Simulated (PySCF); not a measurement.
SMILES F[SiH](F)[GeH3] (H4F2GeSi) at its CAM-B3LYP/def2-SVP optimised geometry (Å):

```
8

Si    -1.1190    -0.0421     0.0000
F     -1.6391    -0.7144     1.3735
F     -1.6443     1.4854     0.0000
Ge     1.2499    -0.0421     0.0000
H     -1.7746    -0.7470    -1.1254
H      1.7746     0.6989    -1.2371
H      1.7712    -1.4854    -0.0288
H      1.7690     0.6544     1.2634
```

Calculation: CAM-B3LYP/def2-TZVP run with PySCF. Cells within 0.4 Å of a nucleus heavier than hydrogen are left out (blank, or x).

Map of the HOMO amplitude (bohr^(-3/2)) on the plane z = 0.0 Å; orbital energy -9.91 eV, overall sign arbitrary:

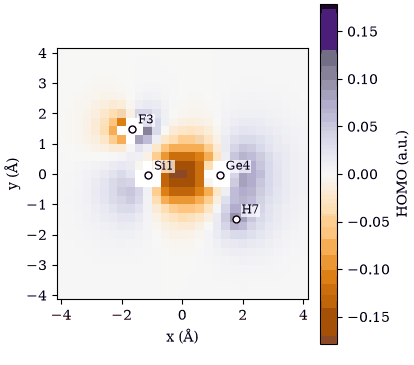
HOMO amplitude (bohr^(-3/2)) on the plane z = 0.0 Å.
